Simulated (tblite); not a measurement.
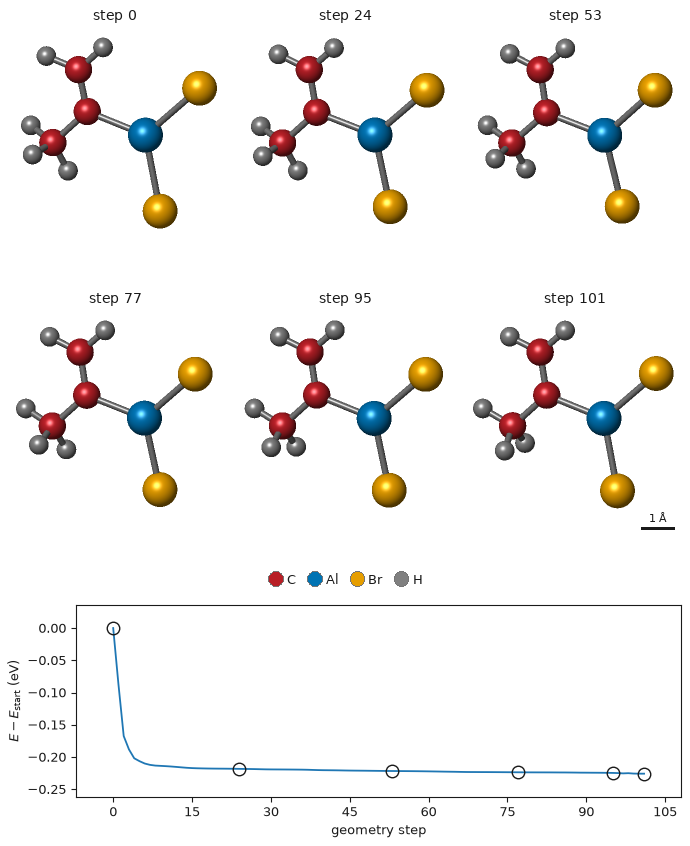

Frames of a relaxation of C$_{3}$H$_{5}$AlBr$_{2}$, marked on the history of the run. The picture is a ball-and-stick view, seen at a tilt.

These are results of tblite 0.8.0, GFN2-xTB geometry optimisation, gas phase, not measurements. 

Question: What happens along the run?

Answer: The atom that moves furthest after the best rigid fit is an H atom (0.55 Å). By element the largest moves are H 0.55 Å, Br 0.23 Å, Al 0.10 Å, C 0.09 Å. Among the contacts that change: Al–Br 2.382 → 2.260 Å, C–H 1.124 → 1.089 Å, Al–C 1.988 → 1.975 Å, C–H 1.093 → 1.082 Å. Among the angles between lasting bonds that change: H–C–H 109.6° → 107.1°. Groups turn about C–C by about 35°. After 101 geometry steps the energy has fallen by 0.226 eV. The run took 0.54 s on 1 thread of Arm Neoverse V2, with other jobs on the host. From step 0 to 24: a Br atom moves most (0.13 Å), energy −0.218 eV. From step 24 to 53: an H atom moves most (0.16 Å), energy −0.003 eV. From step 53 to 77: an H atom moves most (0.14 Å), energy −0.002 eV. From step 77 to 95: an H atom moves most (0.12 Å), energy −0.001 eV. From step 95 to 101: H atoms move most (0.17 Å), energy −0.001 eV.

| step | E − E(0), eV |
| --- | --- |
| 0 | 0.0000 |
| 1 | -0.0873 |
| 2 | -0.1675 |
| 3 | -0.1883 |
| 4 | -0.2020 |
| 5 | -0.2065 |
| 6 | -0.2102 |
| 7 | -0.2122 |
| 8 | -0.2133 |
| 9 | -0.2138 |
| 10 | -0.2142 |
| 15 | -0.2173 |
| 20 | -0.2181 |
| 24 | -0.2185 |
| 29 | -0.2192 |
| 34 | -0.2195 |
| 39 | -0.2204 |
| 44 | -0.2210 |
| 48 | -0.2213 |
| 53 | -0.2218 |
| 58 | -0.2221 |
| 63 | -0.2228 |
| 67 | -0.2233 |
| 72 | -0.2235 |
| 77 | -0.2238 |
| 82 | -0.2239 |
| 87 | -0.2241 |
| 91 | -0.2244 |
| 96 | -0.2250 |
| 101 | -0.2259 |
